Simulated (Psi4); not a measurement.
# [OF2]+ (SMILES F[O+]F): USCAN/def2-TZVP (sweep point 7)

What is the vertical ionisation energy of [OF2]+ at USCAN/def2-TZVP (sweep point 7)? 

Program for the calculation: Psi4 1.11.

4 further runs of the same task are left out: 4 set aside as unsound or not needed.

## 1. The molecule

[OF2]+: 3 atoms, total charge +1, spin state doublet. SMILES: `F[O+]F`. The shape is that of a PBE0-D4/def2-TZVP optimisation.

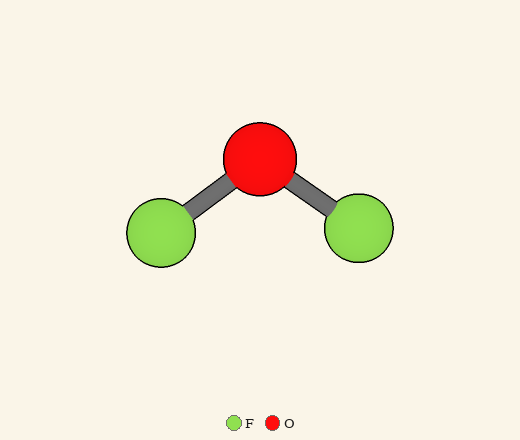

The structure, seen from a chosen angle (fluorine green, oxygen red).

## 2. The energy at USCAN/def2-TZVP (sweep point 7)

File job.dat:

```
memory 1.6 GB

molecule {
  1 2
  F      0.920200    -0.309010     0.473410
  O      0.000640     0.505210     0.055670
  F     -0.920840    -0.196190    -0.529090
  units angstrom
  symmetry c1
}

set reference uks
set puream true
set scf_type pk
set dft_radial_points 150
set dft_spherical_points 974
set maxiter 100

result, w = energy("scan/def2-TZVP", return_wfn=True)
```

Launch:

```console
psi4 -n 1 job.dat job.out
```

job.out:

```text
[...]
  Running in c1 symmetry.
[...]
  Nuclear repulsion =   79.155290775448890
[...]
  Multiplicity = 2
[...]
  Nalpha       = 13
  Nbeta        = 12
[...]
    Number of basis functions: 93
[...]
   @UKS iter   1:  -274.17497475526579    4.55392e-01   4.82023e-03 DIIS/ADIIS
[...]
   @UKS iter  10:  -274.24293995918407   -2.07376e-08   4.65626e-07 DIIS
[...]
   @S^2 Observed:                7.530906227E-01
[...]
    Orbital Energies [Eh]
    ---------------------
    Alpha Occupied:
       1A    -24.994526     2A    -24.994523     3A    -19.662444
       4A     -1.793256     5A     -1.631053     6A     -1.304441
       7A     -1.024041     8A     -0.983348     9A     -0.966406
      10A     -0.832262    11A     -0.794562    12A     -0.793650
      13A     -0.723812
    Alpha Virtual:
      14A     -0.473813    15A     -0.421401    16A      0.042607
      17A      0.102696    18A      0.103674    19A      0.114234
      20A      0.255251    21A      0.264793    22A      0.296144
      23A      0.299455    24A      0.319098    25A      0.422375
[...]
  @UKS Final Energy:  -274.24293995918407
   => Energetics <=
    Nuclear Repulsion Energy =             79.1552907754488899
    One-Electron Energy =                -528.1549655423938248
    Two-Electron Energy =                 203.6092283724219669
    DFT Exchange-Correlation Energy =     -28.8524935646610814
    Empirical Dispersion Energy =           0.0000000000000000
    VV10 Nonlocal Energy =                  0.0000000000000000
    Total Energy =                       -274.2429399591840706
[...]
 Multipole Moments:
 ------------------------------------------------------------------------------------
     Multipole            Electronic (a.u.)      Nuclear  (a.u.)        Total (a.u.)
 ------------------------------------------------------------------------------------
 L = 1.  Multiply by 2.5417464519 to convert [e a0] to [Debye]
 Dipole X            :         -0.0118351            0.0231422            0.0113071
 Dipole Y            :         -0.2187402            0.4280823            0.2093421
 Dipole Z            :          0.0000000            0.0000000            0.0000000
 Magnitude           :                                                    0.2096472
[...]
```

Wall time 61 s (1 thread of Intel Xeon at 2.70GHz, shared host); peak memory 0.85 GiB.

## 3. Singlet [OF2]2+ at the same level

File input.in:

```
memory 1600 mb

molecule system {
  2 1
  F      0.920200    -0.309010     0.473410
  O      0.000640     0.505210     0.055670
  F     -0.920840    -0.196190    -0.529090
  symmetry c1
}

set {
  basis def2-TZVP
  puream true
  scf_type pk
  dft_radial_points 150
  dft_spherical_points 974
}

energy_value, wavefunction = energy('scan', return_wfn=True)
```

Launch:

```console
psi4 -i input.in -o input.out -n 1
```

input.out:

```text
[...]
  Running in c1 symmetry.
[...]
  Nuclear repulsion =   79.155290775448890
[...]
  Multiplicity = 1
[...]
  Nalpha       = 12
  Nbeta        = 12
[...]
    Number of basis functions: 93
[...]
   @RKS iter   1:  -273.08765259180495    1.54271e+00   8.36381e-03 ADIIS/DIIS
[...]
   @RKS iter   9:  -273.32624353178312   -6.06161e-09   1.98071e-07 DIIS
[...]
    Orbital Energies [Eh]
    ---------------------
    Doubly Occupied:
       1A    -25.462995     2A    -25.462992     3A    -20.148620
       4A     -2.221473     5A     -2.052241     6A     -1.712003
       7A     -1.441447     8A     -1.374108     9A     -1.369411
      10A     -1.230554    11A     -1.201011    12A     -1.200382
[...]
  @RKS Final Energy:  -273.32624353178312
   => Energetics <=
    Nuclear Repulsion Energy =             79.1552907754488899
    One-Electron Energy =                -516.9640144911272728
    Two-Electron Energy =                 192.7292819255795280
    DFT Exchange-Correlation Energy =     -28.2468017416842265
    Empirical Dispersion Energy =           0.0000000000000000
    VV10 Nonlocal Energy =                  0.0000000000000000
    Total Energy =                       -273.3262435317831205
[...]
 Multipole Moments:
 ------------------------------------------------------------------------------------
     Multipole            Electronic (a.u.)      Nuclear  (a.u.)        Total (a.u.)
 ------------------------------------------------------------------------------------
 L = 1.  Multiply by 2.5417464519 to convert [e a0] to [Debye]
 Dipole X            :         -0.0107085            0.0231422            0.0124337
 Dipole Y            :         -0.1979514            0.4280823            0.2301309
 Dipole Z            :          0.0000000            0.0000000            0.0000000
 Magnitude           :                                                    0.2304665
[...]
```

Wall time 36 s (1 thread of Intel Xeon at 2.70GHz, shared host); peak memory 0.85 GiB.

## 4. Summary of results

Level: USCAN/def2-TZVP (sweep point 7).

| quantity | value |
| --- | --- |
| doublet [OF2]+: total energy | -274.24294 Eh |
| doublet [OF2]+: HOMO energy (highest over α and β) | -19.70 eV |
| doublet [OF2]+: LUMO energy (lowest over α and β) | -17.07 eV |
| doublet [OF2]+: ⟨S²⟩ | 0.753 |
| singlet [OF2]2+: total energy | -273.32624 Eh |
| singlet [OF2]2+: HOMO energy | -32.66 eV |
| singlet [OF2]2+: LUMO energy | -30.17 eV |
| singlet [OF2]2+: HOMO–LUMO gap | 2.49 eV |
| vertical ionisation energy (to the singlet dication) | 24.945 eV |

The vertical ionisation energy comes to 24.94 eV (2407 kJ/mol). Only the singlet of the ionised species was computed; a triplet could lie lower.
